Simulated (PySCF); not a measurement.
C4H8N, doublet, SMILES `C=N[C](C)C`.

PySCF calculation, PBE0/6-311+G**, gas phase; geometry: GFN2-xTB. No frequency check shows the geometry to be a minimum. GFN2-xTB doesn't know the spin state, so this open-shell geometry is rough.

Input script:

```python
import numpy as np
from pyscf import gto, scf, dft
from pyscf.scf import atom_ks, atom_hf
from scipy.linalg import block_diag

def solve(mol, dm0=None, hcore=None):
    mf = (dft.UKS if mol.spin else dft.RKS)(mol, xc='pbe0')
    mf.grids.level = 3
    mf = mf.density_fit(auxbasis='def2-universal-jkfit')
    mf.conv_tol, mf.max_cycle = 1e-8, 80
    if hcore is not None:
        mf.get_hcore = lambda *args: hcore
    mf.kernel(dm0)
    if not mf.converged:
        mf = mf.newton().run(mf.mo_coeff, mf.mo_occ, max_cycle=30)
    assert mf.converged, 'SCF not converged'
    return mf

mol = gto.M(atom='''
C     -1.97478     0.19084    -0.06798
N     -0.77553     0.64700     0.11962
C      0.36465     0.03339     0.02154
C      1.60541     0.85680    -0.06167
C      0.50948    -1.45967     0.04652
H     -2.79595     0.78266     0.29764
H     -2.20074    -0.70184    -0.64318
H      2.19041     0.57251    -0.93719
H      2.23182     0.69600     0.81744
H      1.35228     1.91086    -0.12686
H     -0.25296    -1.90841     0.68220
H      1.49458    -1.74794     0.40418
H      0.38070    -1.86106    -0.96198
''', basis='6-311+g**', charge=0, spin=1, verbose=4)
mf = solve(mol)
out = dict(e0=mf.e_tot, dm0=mf.make_rdm1(), c=mf.mo_coeff, occ=mf.mo_occ, eps=mf.mo_energy)
for name, dq, spin in [('cation', 1, 0), ('anion', -1, 0)]:
    ion = mol.copy().set(charge=mol.charge + dq, spin=spin).build()
    mi = solve(ion)
    if spin and dq > 0 and mol.nao < 130:
        c, _, stable, _ = mi.stability(return_status=True)
        if not stable:
            mi = solve(ion, mi.make_rdm1(c, mi.mo_occ))
    print(name, 'vertical energy change / eV', (mi.e_tot - mf.e_tot) * 27.211386)
    out.update({'e_' + name: mi.e_tot, 'dm_' + name: mi.make_rdm1(), 's2_' + name: mi.spin_square()[0], 'eps_' + name: mi.mo_energy, 'occ_' + name: mi.mo_occ})
# spherically averaged free atoms, for the promolecule
atm = atom_ks.get_atm_nrks(mol, xc='pbe0')
pro = block_diag(*[(atm[a[0]][2] * atm[a[0]][3]) @ atm[a[0]][2].T for a in mol._atom])
np.savez('result.npz', pro=pro, **out)
```

Launched as:

```sh
OMP_NUM_THREADS=1 python input.py
```

The run took 44 s on 1 thread of Intel(R) Xeon(R) 6975P-C (Granite Rapids) (shared host), peak memory 0.71 GiB.

Partitions, critical points and surface values were worked out afterwards from this run's density.

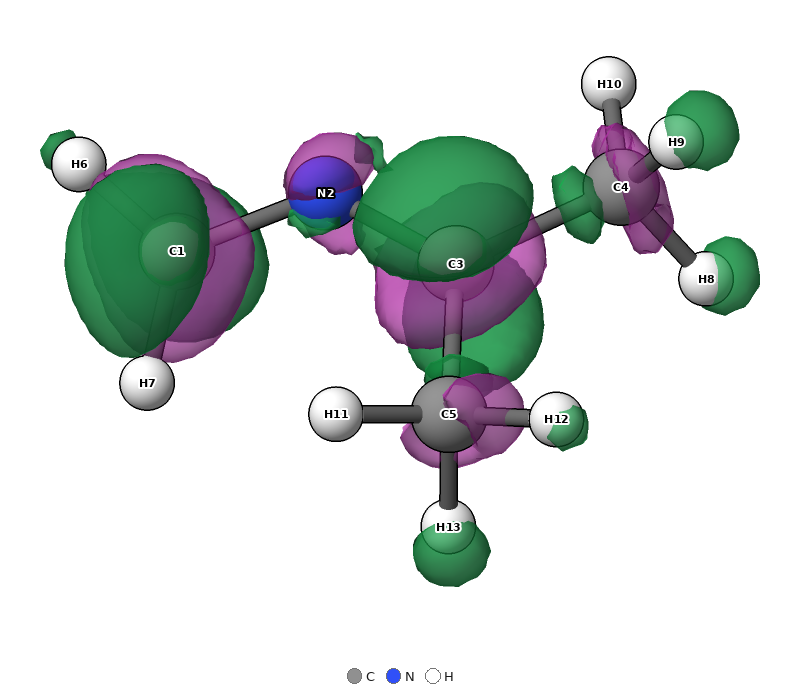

Fukui function f⁺ = ρ(N+1) − ρ(N) at fixed geometry, surfaces at ±0.03 e/Å³ (green positive, purple negative).

### On which atoms does the density change most on addition of an electron?

f⁺ (Hirshfeld-condensed) is largest on C1 (0.24) and C3 (0.14); the vertical electron affinity is 0.05 eV (to the singlet anion, which needn't be its lowest state; the anion's highest orbital has positive energy, so this value and f⁺ depend on the basis). Condensed values hint at sites of nucleophilic attack but needn't mark the atom that reacts. Orbital relaxation makes it negative in places (0.20 e in all).
